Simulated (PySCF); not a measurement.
# BH₉Si₃ (SMILES B[SiH2][SiH2][SiH3]): what the fields show

```xyz
13

B    -2.3619    0.4321    0.2164
Si   -1.3326   -0.9673   -0.6301
Si    0.8626   -0.8651    0.1967
Si    1.9743    1.1157   -0.2387
H    -2.3591    1.5243   -0.2075
H    -2.9416    0.2576    1.2192
H    -1.8132   -2.3490   -0.4459
H    -1.1954   -0.8737   -2.0974
H     1.6419   -2.0091   -0.3021
H     0.8468   -1.0968    1.6531
H     3.3525    1.1716    0.2533
H     2.0422    1.4066   -1.6731
H     1.2792    2.2536    0.3738
```

Geometry: GFN2-xTB.

Level of theory: PBE0/pcSseg-1, SCF density, gas phase, non-relativistic in PySCF 2.14.0.

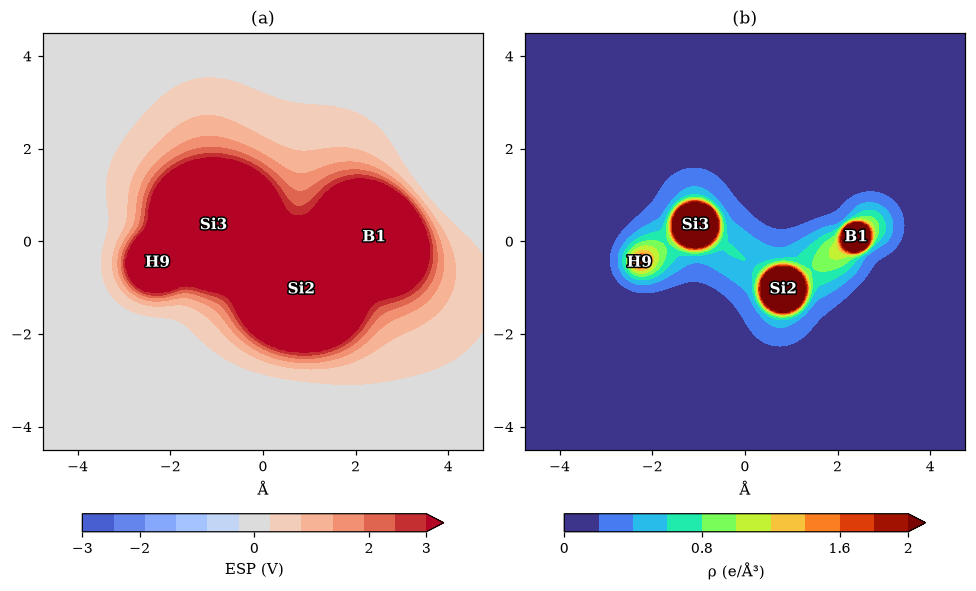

Figure 1. (a) electrostatic potential; (b) total electron density on the plane of atoms B1, Si2 and Si3.

What do the fields say about this system?

- Atoms in the plane: B, Si and H.
- Si–B (1.93 Å): the density is about 0.86 e/Å³ at the midpoint.
- Si–H (1.47 Å): the density is about 0.78 e/Å³ at the midpoint.
- The potential has no marked negative region in this plane.

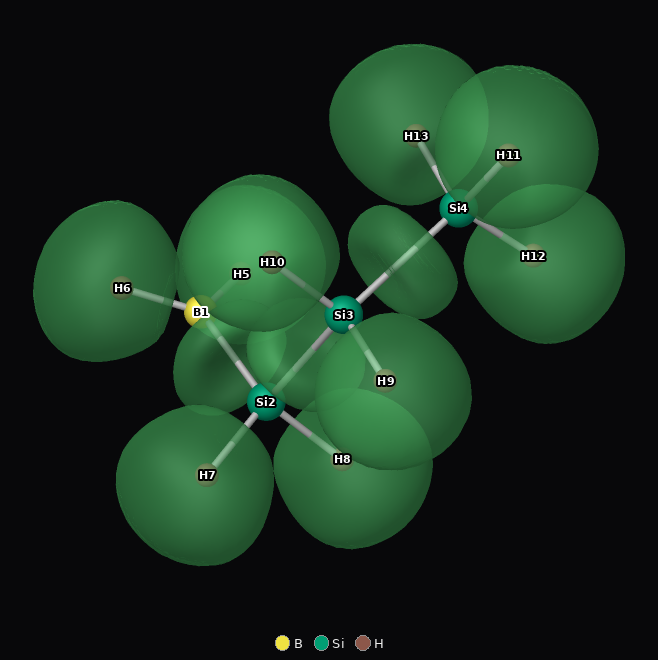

Figure 2. Isosurface of the electron localisation function at 0.75 (green), seen at an oblique angle. Core shells and regions of very low density are left out.

Where are the electrons localised?

The ELF exceeds this value in one region between bonded B–Si atoms (shared pairs), two regions between bonded Si–Si atoms (shared pairs) and nine regions around hydrogen nuclei. Profiles from the grid: Si–B (1.93 Å): the ELF peaks at about 1 between the atoms (a shared electron pair). Si–Si (2.31 Å): the ELF peaks at about 1 between the atoms: a covalent bond.

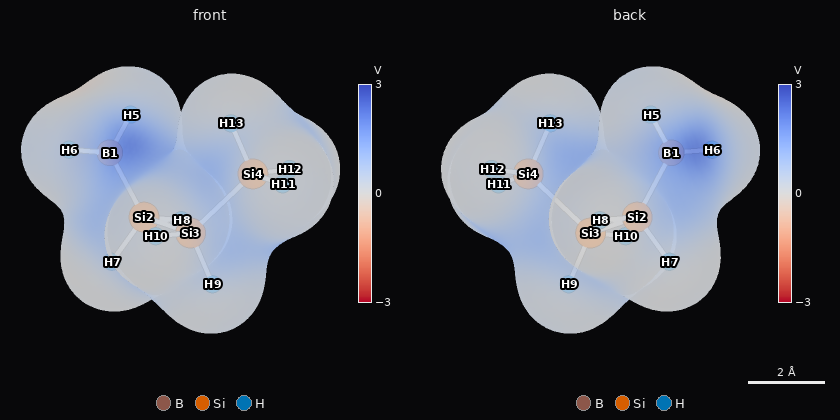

Figure 3. The electrostatic potential painted on the density surface at 0.002 e/bohr³, seen from the front and from behind; the colour scale runs from red (negative) to blue (positive).

Which sites attract a positive test charge, and which a negative one?

A positive charge is drawn to the negative regions and a negative charge to the positive ones. The most negative region (about −0.1 V) lies over H5, the most positive (about +2.0 V) over B1.

How polar is the molecule by this calculation?

Its dipole moment is 0.35 D.
